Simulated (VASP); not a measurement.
Band structure of Rh (relaxed from the diamond structure, space group Fd-3m). Calculation: PBEsol GGA, VASP's PBE PAW potentials (set 64) (plane waves; VASP 6.6.1).

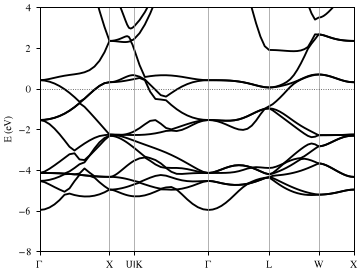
Figure: Bands along high-symmetry lines, zero at the valence-band maximum or, without a gap, the Fermi level

Task: Read the plot: is there a gap, and where are the band edges?

Result: It has no gap at this level: it comes out as a metal or semimetal. (Edges off the drawn lines would not show.)

The structure was generated: Rh was put into the diamond type (Fd-3m), which need not be its known phase. It was relaxed first, which changed the volume by +13 %.
